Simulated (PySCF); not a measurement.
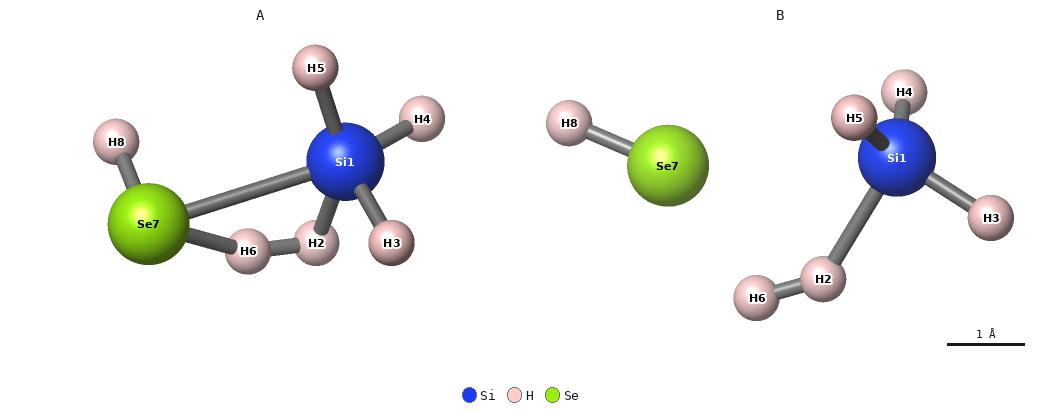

Two geometries of SiH6Se (coarse preliminary run), drawn at one scale. One is the start of a relaxation, the other its converged end. The picture is a ball-and-stick view, seen at a tilt.

All numbers below come from RKS PBE0-D4/def2-SVP, partitioned rational-function steps on a Bofill-updated Hessian (PySCF 2.14.0). 

> Which geometry has the lower energy?

Structure A is the relaxed one. The reaction that was planned forms Si1–Se7, H2–H6 and breaks Si1–H2, H6–Se7 (atoms numbered from 1 in input order). After 40 geometry steps the energy has fallen by 92.1 kJ/mol. The atom that moves furthest after the best rigid fit is Se7 (1.26 Å). Largest moves by element: Se 1.26 Å, H 1.19 Å, Si 0.44 Å. Among the contacts that change: Si1–H6 2.692 → 1.923 Å, Si1–Se7 3.083 → 2.703 Å, H6–Se7 2.068 → 1.797 Å, Si1–H2 1.913 → 1.715 Å. Bond angles that change, for instance: H4–Si1–H5 120.5° → 102.1°.
